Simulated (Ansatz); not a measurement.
**C2HF2 (SMILES [CH]=C(F)F) at UBHLYP/aug-cc-pVDZ**

What is the electronic atomisation energy of C2HF2 at UBHLYP/aug-cc-pVDZ? 

The calculation is run with Ansatz 0.2.0.

39 further runs of the same task are left out: 39 set aside as unsound or not needed.

### Step 1. The system as given

C2HF2: 5 atoms, total charge 0, spin state doublet. SMILES: `[CH]=C(F)F`. The coordinates come from a PBE0-D4/def2-TZVP relaxation.

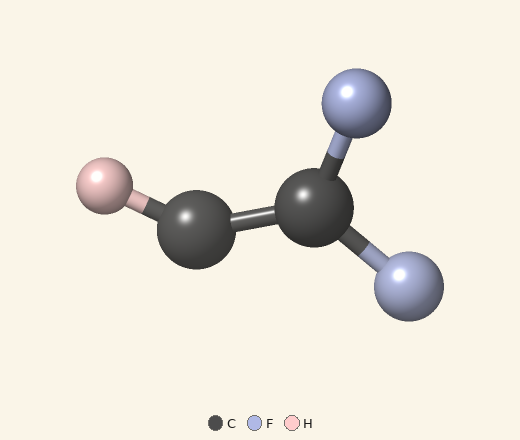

Viewed from a chosen angle; carbon dark grey, fluorine light blue, hydrogen pink.

### Step 2. The energy at UBHLYP/aug-cc-pVDZ

job.yaml

```yaml
crystal:
  periodic: [false, false, false]
  atoms:
    - symbol: C
      position_ang: [-0.028200, 0.912700, -0.014900]
    - symbol: C
      position_ang: [0.163600, -0.366100, 0.124600]
    - symbol: F
      position_ang: [1.043800, -0.911700, 0.932500]
    - symbol: F
      position_ang: [-0.492600, -1.313200, -0.520300]
    - symbol: H
      position_ang: [-0.636600, 1.604500, -0.563400]
basis:
  gaussian:
    orbitals: aug-cc-pVDZ
accuracy: high
hamiltonian:
  xc: {name: BHLYP}
output: {orbitals: {seedname: orbitals}}
magnetization:
  spin_polarized: true
  initial_magnetization: 1
```

Launch:

```bash
$ ansatz run job.yaml --threads 1 --pin off --max-ram 3480MiB --events-out events.jsonl --progress --plain --runs-dir runs
```

What it wrote:

```text
Warning: RAYON_NUM_THREADS=1 ignored (pool sized by the plan → 1); use --threads N
Functional definition: BHLYP
  name "BHLYP"
  parameter a = 0.5
  exchange = (1 - a)*b88_x + a*exact_x
  correlation = lyp_c
1989 factors; integrals over basis functions are off by at most 2.4e-9 eV
mean field evaluation 1: about -7515.8631 eV, gradient 2.3e1 eV
mean field evaluation 2: about -7516.7083 eV, gradient 1.9e1 eV
mean field evaluation 4: about -7518.1272 eV, gradient 1.0e0 eV
mean field evaluation 8: about -7518.1790 eV, gradient 1.5e-1 eV
mean field evaluation 16: about -7518.1803 eV, gradient 2.2e-4 eV
mean field -7518.18029182 eV, -276.2880297187 hartree, gradient 8.5e-8 eV, S^2 0.765641; 0 other end points of the search recorded, 0 dependent functions left out
reference -7518.18031905 eV, -276.2880307194 hartree; 16, 15 occupied and 85, 86 virtual orbitals, 1989 factors
Total energy: -7518.18031905 eV, -276.2880307194 hartree
```

Wall time 11 s (1 thread of Arm Neoverse V2, shared host); peak memory 0.39 GiB.

### Step 3. The C atom

run.yaml

```yaml
crystal:
  periodic: [false, false, false]
  atoms:
    - {symbol: C, position_ang: [0.000000, 0.000000, 0.000000]}
basis:
  gaussian:
    orbitals: aug-cc-pVDZ
magnetization:
  spin_polarized: true
  initial_magnetization: 2
hamiltonian:
  xc: {name: BHLYP}
accuracy: high
```

Launch:

```bash
$ ansatz run run.yaml --threads 1 --pin off --max-ram 3480MiB --events-out events.jsonl --progress --plain --runs-dir runs
```

What it wrote:

```text
Warning: RAYON_NUM_THREADS=1 ignored (pool sized by the plan → 1); use --threads N
[... 5 set-up lines as earlier in the session ...]
195 factors; integrals over basis functions are off by at most 2.5e-9 eV
mean field evaluation 1: about -1029.6499 eV, gradient 3.8e0 eV
mean field evaluation 2: about -1029.7513 eV, gradient 7.2e-1 eV
mean field evaluation 4: about -1029.7567 eV, gradient 1.6e-1 eV
mean field evaluation 8: about -1029.7569 eV, gradient 8.4e-5 eV
mean field evaluation 16: about -1029.7569 eV, gradient 2.2e-8 eV
mean field -1029.75691656 eV, -37.8428686892 hartree, gradient 2.2e-8 eV, S^2 2.004800; 0 other end points of the search recorded, 0 dependent functions left out
reference -1029.75693397 eV, -37.8428693292 hartree; 4, 2 occupied and 19, 21 virtual orbitals, 195 factors
Total energy: -1029.75693397 eV, -37.8428693292 hartree
```

Run time: 0.34 s. Hardware: 1 thread of Arm Neoverse V2, shared host.

### Step 4. The F atom

in.yaml

```yaml
crystal:
  periodic: [false, false, false]
  atoms:
    - {symbol: F, position_ang: [0.000000, 0.000000, 0.000000]}
basis:
  gaussian: {orbitals: aug-cc-pVDZ}
magnetization: {spin_polarized: true, initial_magnetization: 1}
hamiltonian: {xc: {name: BHLYP}}
accuracy: high
```

Launch:

```bash
$ ansatz run in.yaml --threads 1 --pin off --max-ram 3480MiB --events-out events.jsonl --progress --plain --runs-dir runs
```

What it wrote:

```text
Warning: RAYON_NUM_THREADS=1 ignored (pool sized by the plan → 1); use --threads N
[... 5 set-up lines as earlier in the session ...]
199 factors; integrals over basis functions are off by at most 2.8e-9 eV
mean field evaluation 1: about -2713.2958 eV, gradient 4.8e0 eV
mean field evaluation 2: about -2713.3633 eV, gradient 7.9e-1 eV
mean field evaluation 4: about -2713.3667 eV, gradient 1.2e-1 eV
mean field evaluation 8: about -2713.3668 eV, gradient 1.4e-3 eV
mean field -2713.36681587 eV, -99.7143912971 hartree, gradient 8.1e-9 eV, S^2 0.752007; 0 other end points of the search recorded, 0 dependent functions left out
reference -2713.36683226 eV, -99.7143918996 hartree; 5, 4 occupied and 18, 19 virtual orbitals, 199 factors
Total energy: -2713.36683226 eV, -99.7143918996 hartree
```

It took 0.3 s on 1 thread of Arm Neoverse V2, shared host.

### Step 5. The H atom, same level

job.yaml

```yaml
crystal:
  periodic: [false, false, false]
  atoms:
    - {symbol: H, position_ang: [0.000000, 0.000000, 0.000000]}
basis:
  gaussian:
    orbitals: aug-cc-pVDZ
magnetization:
  spin_polarized: true
  initial_magnetization: 1
hamiltonian:
  xc: {name: BHLYP}
accuracy: high
```

Run the same way, it converges to -0.49808 Eh (log not shown).

### Step 6. Outcome

At UBHLYP/aug-cc-pVDZ:

```
                                    quantity          value
                      molecule: total energy  -276.28803 Eh
molecule: HOMO energy (highest over α and β)       -9.09 eV
 molecule: LUMO energy (lowest over α and β)       -2.06 eV
                              molecule: ⟨S²⟩          0.766
                        C atom: total energy   -37.84287 Eh
                                C atom: ⟨S²⟩          2.005
                        F atom: total energy   -99.71439 Eh
                                F atom: ⟨S²⟩          0.752
                        H atom: total energy    -0.49808 Eh
                                H atom: ⟨S²⟩          0.750
               electronic atomisation energy      18.379 eV
```

**Reading.** Taking the molecule apart into free atoms costs 18.38 eV (1773 kJ/mol), before zero-point energy and without spin-orbit coupling.
